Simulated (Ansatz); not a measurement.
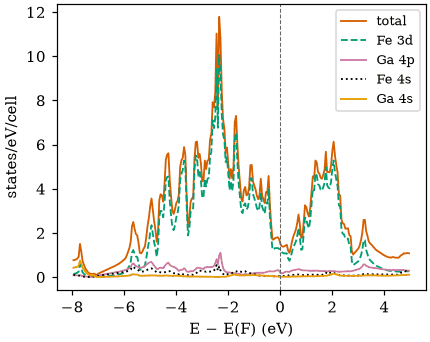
Total and projected density of states of GaFe3 (Cu3Au type, Pm-3m), r²SCAN (plane waves, PAW; program Ansatz)

Q: Which orbitals carry the states next to the Fermi level?

A: Within 0.5 eV of the Fermi level: Fe 3d 78 %, Ga 4p 13 %. Projections are on Löwdin-orthogonalised atomic valence shells; empty p or d shells of many metals are not among them.

Q: Where is the tallest occupied peak in this window, and what makes it?

A: Near -2.3 eV, about 12 states/eV per cell; the largest projected share is Fe 3d.

The first step of the workflow began from a Materials Project structure, measured or hypothetical; the Crystallography Open Database files this formula in space group No. 221, but the cells were not matched. Its standing as an ambient phase is unchecked. The cell was relaxed with r²SCAN under the symmetry of its start; whether a distortion lowers the energy is not shown. The final state is ferromagnetic, chosen from 4 collinear starts compared on coarse meshes (ties went to the first, and starts can fall back to one state), not a proven ground state. Other orbital occupations within this spin state were not tried. Spin–orbit coupling is left out wherever it is not named.

Potentials: the later of the program's two PAW sets.
